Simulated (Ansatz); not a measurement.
Cl2Ga2H4O2 (SMILES [Cl][GaH-]1[OH+][GaH-]([Cl])[OH+]1)

Input file:

```
crystal:
  periodic: [false, false, false]
  atoms:
    - {symbol: Cl, position_ang: [1.488093, 0.100437, 2.630269]}
    - {symbol: Ga, position_ang: [1.231020, -0.540481, 0.588890]}
    - {symbol: O, position_ang: [-0.622640, -1.058293, 0.330625]}
    - {symbol: Ga, position_ang: [-1.231028, 0.540396, -0.588384]}
    - {symbol: Cl, position_ang: [-1.490948, -0.099214, -2.629765]}
    - {symbol: O, position_ang: [0.623068, 1.057446, -0.331685]}
    - {symbol: H, position_ang: [2.241771, -1.444787, -0.154945]}
    - {symbol: H, position_ang: [-0.796457, -1.888449, -0.121090]}
    - {symbol: H, position_ang: [-2.240368, 1.444836, 0.157288]}
    - {symbol: H, position_ang: [0.797509, 1.888109, 0.118806]}
basis:
  gaussian: {orbitals: def2-TZVPP}
hamiltonian: {xc: pbe0, dispersion: d4}
output: {orbitals: {seedname: orbitals}}
```

Run with:

```sh
ansatz run in.yaml --threads 8 --pin off --events-out ev --progress --plain --max-ram 20889MiB
```

Geometry: PBE0-D4/def2-TZVP.

These are results of RKS PBE0-D4/def2-TZVPP (Ansatz 0.2.0), not measurements.

Question: Predict the electron density and electron localisation function between the atoms.

Answer: Ga–Cl (2.15 Å): ρ at the midpoint is about 0.71 e/Å³; the ELF peaks at about 0.85 in the valence shell of Cl, 0.9 Å from its nucleus, and is about 0.55 at the midpoint.
Ga–H (1.55 Å): ρ at the midpoint is about 1 e/Å³; the ELF climbs to about 1 towards the hydrogen.

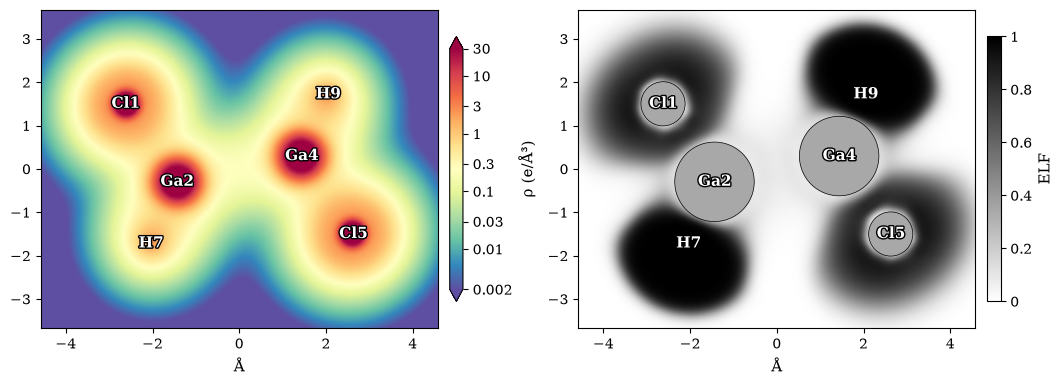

Computed electron density and electron localisation function on the plane of atoms Cl5, Ga4 and H9, in this order. Grey discs cover the atomic cores in the ELF map. 
